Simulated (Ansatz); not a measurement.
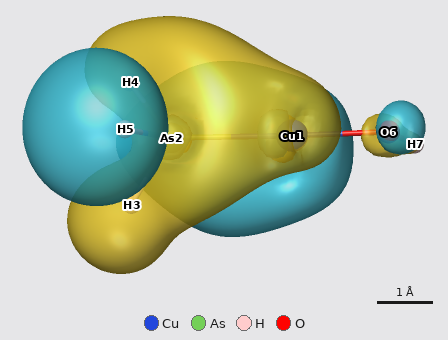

Figure. AsCuH4O. One frontier orbital at ±0.06 Å⁻³ᐟ² (yellow and cyan are the two phases), seen from one side.

Geometry: PBE-D4/def2-TZVP.

Theory: RKS PBE0-D4/def2-TZVP (Ansatz).

Input

```
crystal:
  periodic: [false, false, false]
  atoms:
    - {symbol: Cu, position_ang: [-0.032250, 0.055750, -1.042699]}
    - {symbol: As, position_ang: [-0.060421, 0.078847, 1.199828]}
    - {symbol: H, position_ang: [1.236057, -0.034491, 1.991154]}
    - {symbol: H, position_ang: [-0.833689, -0.973744, 1.984557]}
    - {symbol: H, position_ang: [-0.614119, 1.291213, 1.935811]}
    - {symbol: O, position_ang: [-0.085691, 0.161549, -2.828804]}
    - {symbol: H, position_ang: [0.390122, -0.579124, -3.239836]}
basis:
  gaussian: {orbitals: def2-TZVP, initial_orbitals: start.molden}
hamiltonian: {xc: pbe0, dispersion: d4}
scf: {omitted_lower_state_checks: [starts]}
output: {orbitals: {seedname: orbitals}}
```

Command:

```sh
ansatz run in.yaml --threads 4 --pin off --events-out ev --progress --plain --max-ram 3916MiB
```

Which orbital is it: HOMO or LUMO?

The LUMO, at −0.67 eV. By Hirshfeld shares it lies mainly on As2 (about 50 %), H5 (about 20 %) and Cu1 (about 20 %).
